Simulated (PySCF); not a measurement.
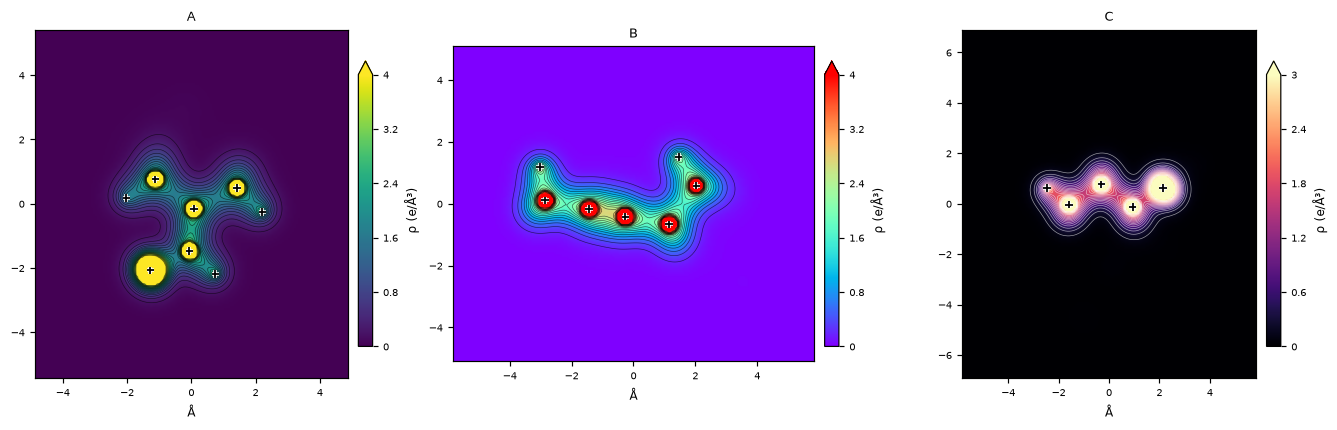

The total electron density of 3 systems, each on a plane through atoms (crosses mark nuclei in the plane).

Computed with PySCF, PBE0/pcSseg-1, SCF density, gas phase, non-relativistic.

System 1: C7H10FNSi, the plane of atoms C8, C9 and F10. Geometry: GFN2-xTB.

```yaml
atoms:
  - { symbol: N, position_ang: [-1.2716, -0.7505, -2.7355] }
  - { symbol: C, position_ang: [-0.9316, -0.9265, -1.6582] }
  - { symbol: C, position_ang: [-0.5057, -1.1398, -0.2952] }
  - { symbol: C, position_ang: [-1.4064, -0.3388, 0.6689] }
  - { symbol: C, position_ang: [-1.4141, 1.1574, 0.3622] }
  - { symbol: Si, position_ang: [0.3448, 1.8811, 0.3938] }
  - { symbol: C, position_ang: [1.3458, 0.5926, -0.6059] }
  - { symbol: C, position_ang: [0.9504, -0.7633, -0.1398] }
  - { symbol: C, position_ang: [1.8105, -1.5824, 0.4462] }
  - { symbol: F, position_ang: [1.4503, -2.7984, 0.9155] }
  - { symbol: H, position_ang: [-0.6254, -2.2085, -0.0772] }
  - { symbol: H, position_ang: [-2.4223, -0.7382, 0.6018] }
  - { symbol: H, position_ang: [-1.0455, -0.5102, 1.6857] }
  - { symbol: H, position_ang: [-1.8632, 1.3134, -0.6210] }
  - { symbol: H, position_ang: [-2.0609, 1.6608, 1.0813] }
  - { symbol: H, position_ang: [0.8572, 1.9151, 1.7687] }
  - { symbol: H, position_ang: [0.4065, 3.1960, -0.2424] }
  - { symbol: H, position_ang: [2.4199, 0.7341, -0.5005] }
  - { symbol: H, position_ang: [1.0986, 0.6966, -1.6637] }
  - { symbol: H, position_ang: [2.8573, -1.3798, 0.6122] }
```

System 2: C5H9OPSi, the plane of atoms C2, C1 and H10. Geometry: GFN2-xTB.

```
atom    x (Å)    y (Å)    z (Å)
   C   3.5434  -0.5501   0.0761
   C   2.1040  -0.5464  -0.0771
   C   0.9110  -0.5691  -0.2057
   C  -0.5121  -0.5379  -0.3699
   C  -1.0167   0.3623  -1.5045
   O  -1.9290   1.2020  -0.7985
  Si  -1.5510   0.6655   0.7204
   P  -3.3629  -0.1261   1.7613
   H   3.8113  -0.3092   1.1049
   H   3.9900   0.1908  -0.5871
   H   3.9444  -1.5329  -0.1723
   H  -0.9115  -1.5500  -0.4441
   H  -0.2242   0.9756  -1.9359
   H  -1.5495  -0.1607  -2.2987
   H  -0.7160   1.6470   1.4254
   H  -2.7182  -0.2843   2.9747
   H  -3.8201   1.1355   2.0945
```

System 3: C4H15NO2Si2, the plane of atoms C1, C2 and C3. Geometry: GFN2-xTB.

```xyz
24

C    -0.7838    1.8160   -0.8490
C    -1.3744    0.4141   -0.8119
C    -0.8406   -0.4003    0.3683
O    -1.3798   -1.7232    0.3913
C    -2.6955   -1.8280    0.8680
Si    1.0317   -0.7648    0.3831
N     1.4558   -1.2479   -1.2140
O     1.9150    0.5481    0.7474
Si    3.1929    1.5296    0.6361
H    -1.2010    2.3816   -1.6797
H     0.2946    1.7673   -0.9661
H    -1.0043    2.3476    0.0746
H    -2.4647    0.4853   -0.7443
H    -1.1301   -0.1147   -1.7348
H    -1.1298    0.1095    1.2999
H    -2.8041   -1.3293    1.8397
H    -3.4247   -1.4006    0.1699
H    -2.9007   -2.8917    0.9853
H     1.3124   -1.7041    1.4719
H     0.8979   -1.9676   -1.6441
H     2.4302   -1.3880   -1.4292
H     3.1191    2.3495    1.8416
H     3.0646    2.3182   -0.5902
H     4.4076    0.7133    0.5937
```

### Match each panel to its system.

Panel A is system 1, C7H10FNSi: the plane holds C, F and H. C–C (1.32 Å): the density is about 2.3 e/Å³ at the midpoint. Panel B is system 2, C5H9OPSi: the plane holds C and H. C–C (1.20 Å): the density is about 2.7 e/Å³ at the midpoint. Panel C is system 3, C4H15NO2Si2: the plane holds C, O and H. C–O (1.43 Å): ρ at the midpoint is about 2 e/Å³, with its minimum of 1.7 e/Å³ about 0.5 Å from C.
